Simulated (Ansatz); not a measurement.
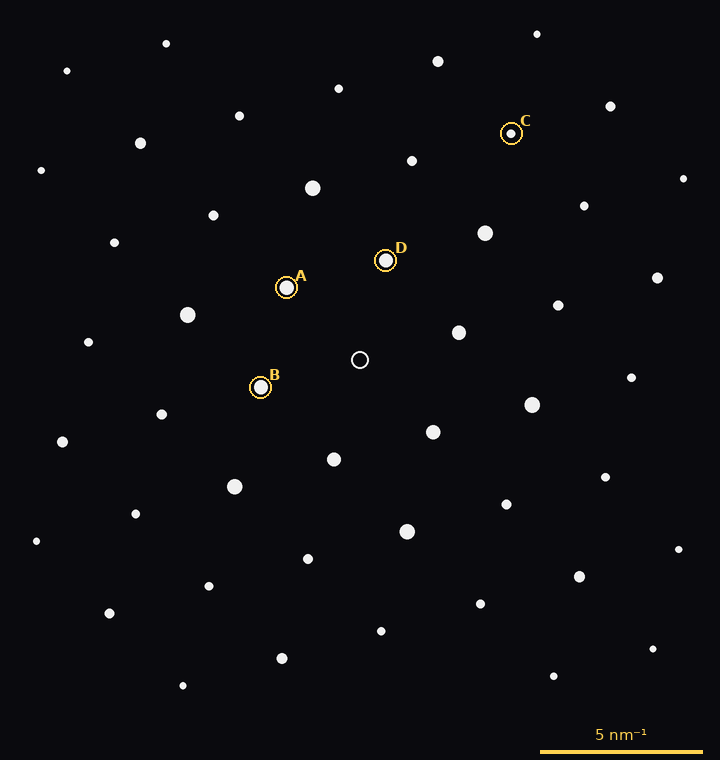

The pattern is a kinematic simulation for 200 kV electrons (no multiple scattering; isotropic B = 0.5 Å²). The zone axis points towards the electron source and the pattern is seen from the source side.

Crystal: Pr, space group P6_3/mmc (No. 194), a = 3.64 Å, c = 5.94 Å (hexagonal axes). Structure: the input geometry of an electronic-structure calculation (not necessarily at equilibrium); the starting structure was generated, so it need not be a known form of this composition.

Spot A is indexed -1 0 0 and spot B 0 -1 0.

Question: Index the other marked spots.

Answer: C = 2A − 3B = -2 3 0 (d = 1.190 Å). D = A − B = -1 1 0 (d = 3.148 Å).

Question: Find the zone axis.

Answer: The cross product of A and B is parallel to [001]; every spot obeys hu + kv + lw = 0.

Question: What are the spacings of A and B and the angle between them?

Answer: d(A) = 3.148 Å, d(B) = 3.148 Å, and the angle is 60.0°.
